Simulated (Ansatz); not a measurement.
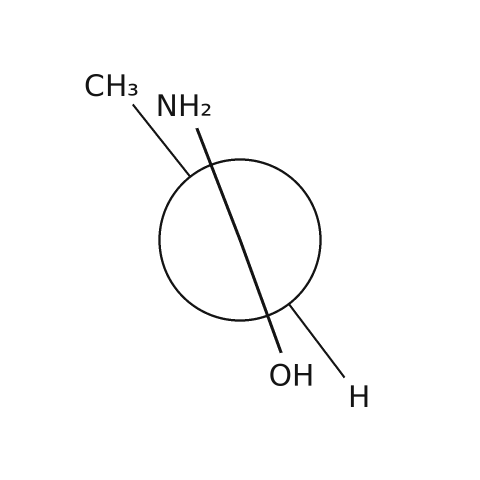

A Newman projection along the Al–N bond, aluminium in front; angles are drawn as computed, but eclipsed bonds slightly apart. Computed geometry: PBE-D4/def2-SVP optimisation. No frequency run is at hand to confirm it as a minimum.

### Which molecule is it?

CH7AlN2O, C[NH][Al]([NH2])[OH]

### What is the torsion angle from the front OH to the back CH3? The sign is positive where the front bond must turn clockwise to cover the back bond.

167°, antiperiplanar (anti).
